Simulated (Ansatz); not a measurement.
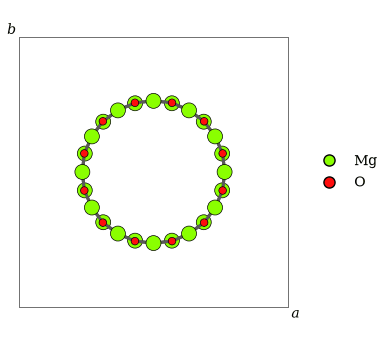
Fig. 1. 1 relaxed period of a body that repeats along c, seen along c; the cell edge a is 24.0 Å long

These are PBE (plane waves to 420 eV, PAW; Ansatz, an electronic-structure program) values and carry that method's errors. Mesh 1×1×6. No spin polarisation. It repeats along c; a and b span vacuum. A model structure. Only distortions within the start's symmetry and period were free.

Question: What is drawn, and how wide is it?

Answer: One answer among several that fit: (12,0) MgO nanotube. A hypothetical model, rolled from the flat sheet.
It measures about 13 Å across, from nucleus to nucleus.
